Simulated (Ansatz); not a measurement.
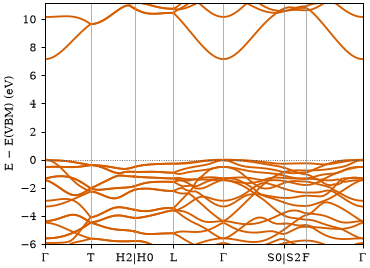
*Band structure from plane-wave PAW r²SCAN (Ansatz code)*

Read off the gap and where the band edges lie.

About 7.1 eV (7.15 eV by a search for the band edges); maximum at Γ, minimum at Γ.

The material is Al2O3 (corundum, R-3c).

Symmetry was held in the r²SCAN relaxation.

Potentials: the earlier of the program's two PAW sets.
